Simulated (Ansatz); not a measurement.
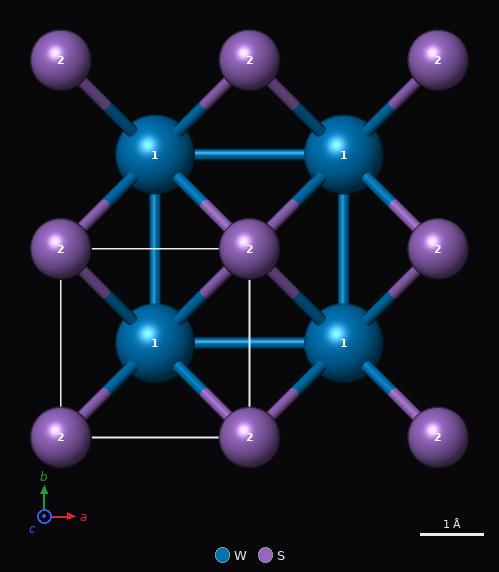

Crystalline WS (a generated structure, set up in Pm-3m), before the relaxation. The picture is a ball-and-stick view of the cell of the calculation, repeated 2 × 2 × 1 with one cell outlined, seen along the c axis.

The run lets cell and atoms move.

Method: Kohn-Sham DFT of a periodic cell, PBEsol with D3(BJ), Ansatz PAW in Ansatz 0.2.0.

The input:
```yaml
crystal:
  lattice:
    - [3.00789, 0.0, 0.0]
    - [0.0, 3.00789, 0.0]
    - [0.0, 0.0, 3.00789]
  atoms:
    - { symbol: W, position: [0.5, 0.5, 0.5] }
    - { symbol: S, position: [0.0, 0.0, 0.0] }
hamiltonian:
  xc: pbesol
  pseudopotentials: { kind: paw }
  dispersion: d3bj
kpoints:
  mp_grid: { grid: [9, 9, 9] }
scf:
  occupations: { method: fermi_dirac, width: 0.05 }
output:
  forces: true
  stress: true
  eigenvalues: true
relax:
  f_tol: 0.01
  max_steps: 40
  cell: { stress_tol: 0.05 }
```

Launched with:
```bash
ansatz run input.yaml --threads 2 --pin off --max-ram 5632MiB --backend cpu --events-out ev --progress --plain --runs-dir out
```

### What does the optimiser find from here?

Over 4 accepted moves (5 points after the start) the energy falls by 37.5 meV per atom. All forces vanish by symmetry, so only the cell relaxes. The pressure goes from −14.73 to −0.01 GPa. At 1 point the geometry stayed and the basis and grid were re-selected for the new cell (energy shift of 0.2 meV per atom at most each time). The atoms keep their places relative to the cell (all moves are under 0.005 Å). Cell: a = b = c 3.008 → 2.950 Å (−1.9 %). Volume −5.7 %. Some distances before and after: W1–W1 3.008 → 2.950 Å, W1–S2 2.605 → 2.555 Å. The space group stays Pm-3m (No. 221). Cost: 3.8 s on 2 threads of Arm Neoverse V1, with other jobs on the host, peak memory 0.29 GiB.

After the run, drawn alike:

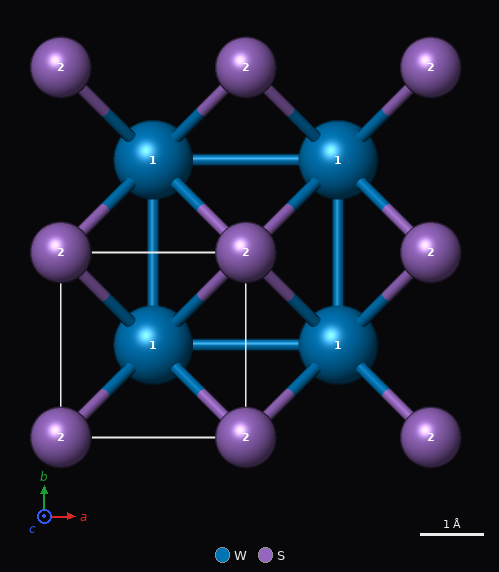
